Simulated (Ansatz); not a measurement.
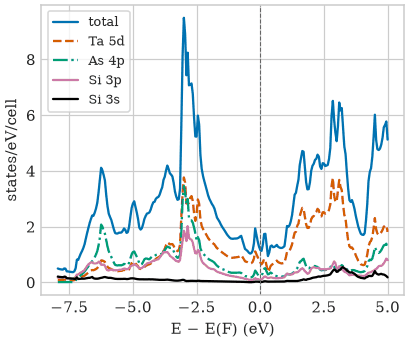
Total and projected density of states of TaSiAs in space group P4/nmm (No. 129; Ta on 2c, Si on 2a, As on 2c), DFT-r²SCAN in the program Ansatz with PAW potentials

**Question.** Which orbitals carry the states next to the Fermi level?

**Answer.** Within 0.5 eV of the Fermi level: Ta 5d 55 %, As 4p 23 %, Si 3p 10 %, outside the projected shells 5 %. Projections are on Löwdin-orthogonalised atomic valence shells; empty p or d shells of many metals are not among them.

**Question.** Where is the tallest occupied peak in this window, and what makes it?

**Answer.** Near -3.0 eV, about 9.5 states/eV per cell; the largest projected share is Ta 5d.

The first step of the workflow began from a Materials Project structure, measured or hypothetical; the Crystallography Open Database files this formula in space group No. 129, but the cells were not matched. Whether it is the stable phase at ambient conditions was not checked. Symmetry was held in the r²SCAN relaxation; its stability against distortions is not shown here. No spin polarisation was allowed. Scalar-relativistic: spin–orbit coupling is off unless named, which matters more the heavier the elements.

Potentials: the later of the program's two PAW sets.
